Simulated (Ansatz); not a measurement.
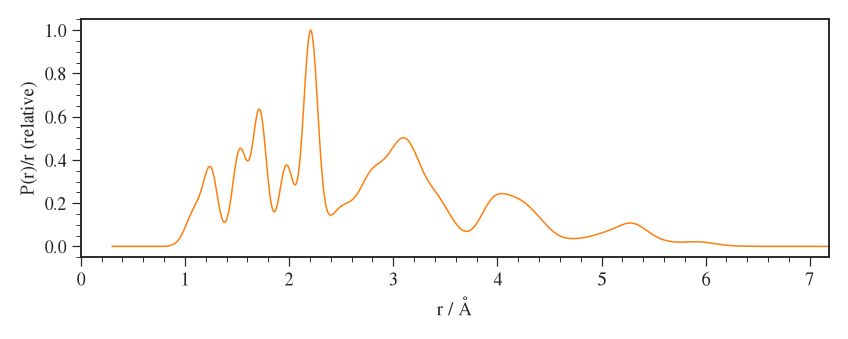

Simulated gas electron diffraction: radial distribution curve of C₃H₆ClFOSi. Each pair of atoms contributes with weight ZᵢZⱼ/r; damping constant 0.001 Å²; vibrational amplitudes assumed, not computed: 0.05 Å for bonds, 0.078 Å for bonds to H, 0.06 + 0.015 r up to 0.15 Å for other pairs. The geometry is the end point of an optimisation (RKS BLYP-D4/6-31G in Ansatz); it may be a saddle point or a higher isomer. SMILES: CCC(=O)[SiH](F)Cl.

Which pairs of atoms lie under the first 8 clear peaks? Mark bonded pairs by – and others by ···.

Answer. Peak 1, 1.24 Å: C–H 1.10–1.11 Å (×5), O–C 1.25 Å, not resolved
Peak 2, 1.53 Å: Si–H 1.51 Å, C–C 1.52–1.54 Å (×2)
Peak 3, 1.71 Å: Si–F 1.72 Å
Peak 4, 1.98 Å: Si–C 1.97 Å
Peak 5, 2.21 Å: C···H 2.12–2.21 Å (×7), Cl–Si 2.21 Å, not resolved
Peak 6, 3.10 Å: O···H 2.86–3.16 Å (×5), O···C 2.88 Å, Si···C 3.01 Å, F···C 3.03 Å, Cl···F 3.18 Å, not resolved; in its flanks O···C 2.46 Å, Si···O 2.76 Å, Cl···C 3.38 Å
Peak 7, 4.04 Å: Cl···C 3.94 Å, F···O 4.00 Å, Cl···O 4.19 Å, not resolved; in its flanks Si···C 4.40 Å
Peak 8, 5.28 Å: F···C 4.99 Å, F···H 5.22–5.61 Å (×3), Cl···C 5.29 Å, not resolved
